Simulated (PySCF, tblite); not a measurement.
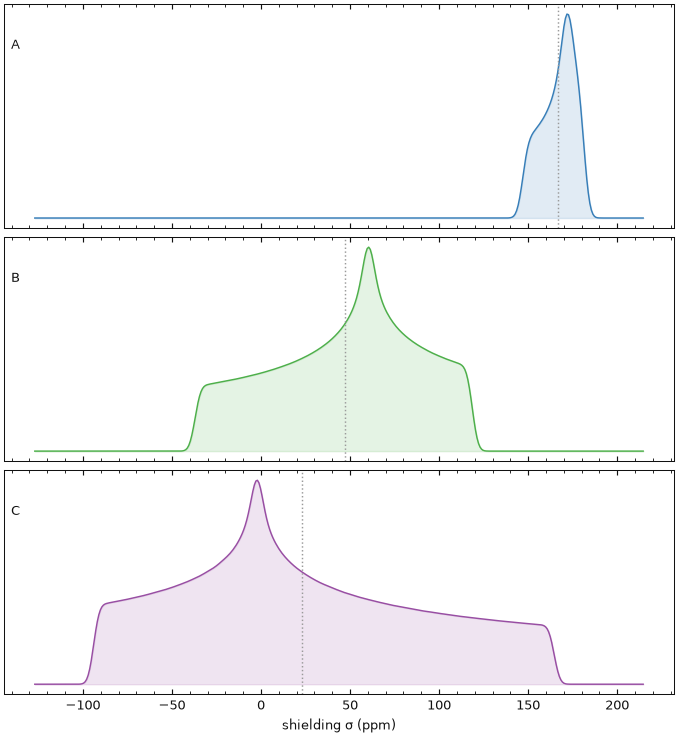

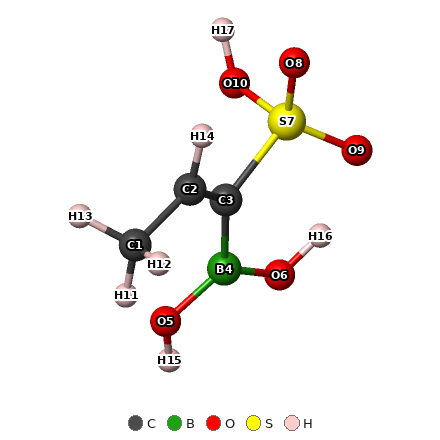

Static powder patterns (¹³C) from GIAO shielding tensors of C₃H₇BO₅S, SMILES C/C=C(\B(O)O)S(=O)(=O)O, PBE0/pcSseg-1 with PySCF, at a GFN2-xTB geometry (a minimum by its frequencies); absolute shielding, one fixed geometry of the isolated molecule without any motion, no dipolar terms. The dotted line is the isotropic value; skew is 3(σiso − σ22)/span.

The panels belong to C1, C2 and C3. Which is which?

panel A: C1, σ11, σ22, σ33 = 147, 172, 182 ppm, isotropic 167, span 35 ppm, skew −0.45; panel B: C3, σ11, σ22, σ33 = −37, 60, 119 ppm, isotropic 47, span 156 ppm, skew −0.25; panel C: C2, σ11, σ22, σ33 = −94, −2, 165 ppm, isotropic 23, span 259 ppm, skew 0.29.

Caveats: the tight-binding geometry is rougher than a DFT one and adds to the error; one conformer of a flexible molecule.
